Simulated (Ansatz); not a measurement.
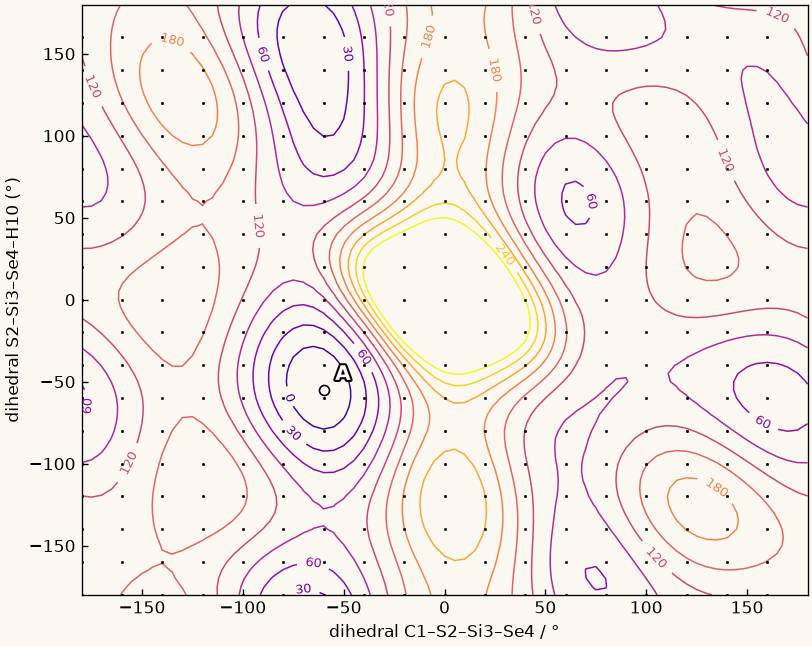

CH6SSeSi, SMILES CS[SiH2][SeH]. First axis: dihedral C1–S2–Si3–Se4. Second axis: dihedral S2–Si3–Se4–H10. Nothing is relaxed (all other coordinates rigid). The grid has 18 × 18 points. Points are written as (first, second). Energies are in meV, from the relaxed molecule at the same level. Level of theory: RHF/def2-SVP (Ansatz 0.2.0).

Drawn: contour lines labelled in meV (none above 270), dots at the grid points, the point A. Between grid points the surface is interpolated.

### Find the lowest pass out of the well at A.

The easiest path leads from the well at about (−60°, −55°) to the well at about (−65°, 150°), about 27 meV higher (on a rigid scan; wells that are mirror images or exchange like atoms can differ by this much). Its highest point lies about 119 meV above the bottom of the first well on the interpolated surface, at about (−60°, −135°). Seen from the upper well the barrier is about 91 meV. This is the barrier on the constrained surface; relaxing the other coordinates would change it.

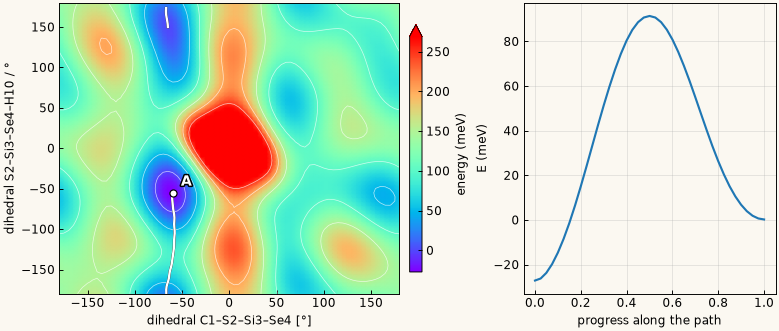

The picture shows a smooth colour map with a few white contour lines, a line along the lowest path, one colour for all values above the top of the scale, the energy along the path at the right. Between grid points the surface is interpolated.
